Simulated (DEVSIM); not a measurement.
System: TaN/Al2O3/n-Si capacitor, at 300 K.

| layer (left to right) | material | thickness (nm) | Nd (cm⁻³) |
|---|---|---|---|
| 1 | Al2O3 | 7.90 | - |
| 2 | Si | 6400 | 8.1e15 |

Metal gate on the left, work function 4.4 eV. Fixed charge at the semiconductor interface 1.11e12 cm⁻² (in units of +e); no interface traps.

This is a model device: material constants are rounded textbook-type values typed into the input, and sizes, dopings and lifetimes were drawn at random. Values at 300 K.

```
parameter      Al2O3       Si
-------------  -----  -------
gap (eV)         6.8    1.124
affinity (eV)   1.35     4.05
permittivity       9     11.7
Nc (cm⁻³)          -  2.86e19
Nv (cm⁻³)          -   3.1e19
```

DEVSIM, 1D Poisson equation in equilibrium, Boltzmann statistics, complete ionisation; no quantum confinement or tunnelling. Metal contacts follow the ideal Schottky-Mott rule: no Fermi-level pinning, no interface dipoles.

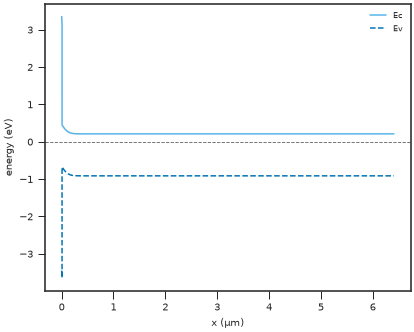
*Band edges at -0.3 V on the gate*

Energies count from the Fermi level of the right contact; mesh points crowd at the junctions.

```
x (μm)    Ec (eV)  Ev (eV)  n (cm⁻³)  p (cm⁻³)  field (V/cm)
--------  -------  -------  --------  --------  ------------
0.000       3.350   -3.450     < 1e2     < 1e2       -250000
0.001349    3.316   -3.484     < 1e2     < 1e2       -250000
0.003790    3.254   -3.546     < 1e2     < 1e2       -250000
0.006312    3.190   -3.610     < 1e2     < 1e2       -250000
0.008068    0.450   -0.674    8.0e11     1.5e8        -23000
0.009840    0.446   -0.678    9.4e11     1.2e8        -23000
0.01397     0.436   -0.688    1.3e12     8.6e7        -22000
0.02887     0.404   -0.720    4.6e12     2.5e7        -20000
0.05838     0.349   -0.775    3.9e13   3000000        -17000
0.1232      0.266   -0.858    9.6e14    120000         -9000
0.2785      0.214   -0.910    7.3e15     16000          -550
0.8383      0.211   -0.913    8.1e15     14000           ≈ 0
1.947       0.211   -0.913    8.1e15     14000           ≈ 0
4.128       0.211   -0.913    8.1e15     14000           ≈ 0
5.664       0.211   -0.913    8.1e15     14000           ≈ 0
6.090       0.211   -0.913    8.1e15     14000           ≈ 0
6.272       0.211   -0.913    8.1e15     14000           ≈ 0
6.350       0.211   -0.913    8.1e15     14000           ≈ 0
6.390       0.211   -0.913    8.1e15     14000           ≈ 0
6.401       0.211   -0.913    8.1e15     14000           ≈ 0
6.405       0.211   -0.913    8.1e15     14000           ≈ 0
6.408       0.211   -0.913    8.1e15     14000           ≈ 0
```
